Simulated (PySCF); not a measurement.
Molecule: Si(Me)2(OMe)2, C4H12O2Si, SMILES CO[Si](C)(C)OC. Atoms near the plane z = 0.0 Å, at the GFN2-xTB optimised geometry (x, y, z in Å): C1 (-1.1, 1.3, 0.9), O2 (-1.3, 0.3, 0.0), Si3 (-0.7, -1.2, 0.0), C5 (1.2, -1.2, 0.0), H8 (-1.6, 2.2, 0.6), H9 (0.0, 1.5, 1.0), H14 (1.6, -0.6, -0.8), H15 (1.6, -2.2, -0.2), H16 (1.6, -0.9, 1.0).

Method: PBE0/def2-SVP (PySCF 2.14.0). Cells within 0.4 Å of a nucleus heavier than hydrogen are left out (blank, or x). The values are rescaled to run from 0 to 1.

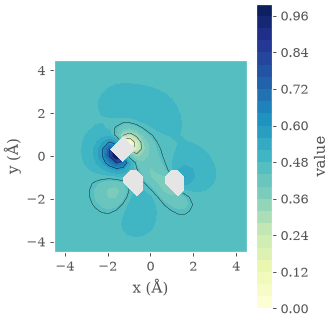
Fig. 1. a field on the plane z = 0.0 Å.

Task: Which quantity is mapped?
A) an orbital amplitude
B) deformation density (molecule minus spherical neutral atoms)
C) Laplacian of the electron density
D) log10 of the electron density

Result: A, an orbital amplitude. In full: HOMO−1 amplitude (bohr^(-3/2)).
